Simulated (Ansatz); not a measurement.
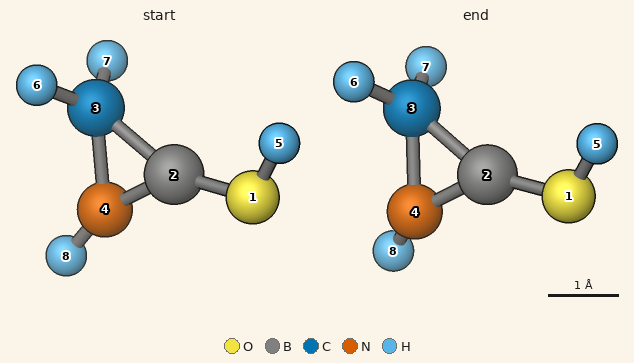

The structure of CH₄BNO before (left) and after (right) a relaxation, at one scale.

The picture is a ball-and-stick view, seen at a tilt.

The start comes from PBE-D4/def2-SVP.

All numbers below come from RKS PBE0-D4/def2-TZVP in Ansatz 0.2.0.

Input
```yaml
crystal:
  periodic: [false, false, false]
  atoms:
    - {symbol: O, position_ang: [-1.276319, 0.923273, -1.190313]}
    - {symbol: B, position_ang: [-0.439376, 0.196438, -0.402362]}
    - {symbol: C, position_ang: [0.755083, -0.030991, 0.591634]}
    - {symbol: N, position_ang: [-0.155774, -1.067226, 0.030933]}
    - {symbol: H, position_ang: [-1.051968, 1.869493, -1.165730]}
    - {symbol: H, position_ang: [1.812493, -0.053410, 0.250624]}
    - {symbol: H, position_ang: [0.666991, 0.180704, 1.678999]}
    - {symbol: H, position_ang: [-0.218829, -2.075581, 0.150414]}
basis:
  gaussian: {orbitals: def2-TZVP}
hamiltonian: {xc: pbe0, dispersion: d4}
relax: {f_tol: 0.005, max_steps: 150}
```

Run as
```bash
ansatz run in.yaml --threads 2 --pin off --events-out ev --progress --plain --max-ram 4352MiB
```

Q: Summarise the run.

A: The atom that moves furthest after the best rigid fit is H8 (0.19 Å). By element the largest moves are H 0.19 Å, N 0.17 Å, B 0.07 Å, O 0.05 Å, C 0.04 Å. Some distances before and after: B2–C3 1.571 → 1.543 Å, C3–H6 1.111 → 1.089 Å, N4–H8 1.017 → 1.003 Å, O1–H5 0.973 → 0.959 Å. Bond angles that change, for instance: B2–N4–H8 160.3° → 147.7°, C3–N4–H8 133.1° → 129.2°, B2–C3–H7 122.1° → 119.3°. After 17 accepted moves (20 points after the start) the energy has fallen by 0.045 eV. Largest force component: 0.71 eV/Å at the start, 0.0027 eV/Å at the end. The line search rejected the trial steps at points 10, 12, 16 of the run. The forces were under the threshold at step 5, but the run went on from there. The run took 64 s on 2 threads of Arm Neoverse V1 (shared host).
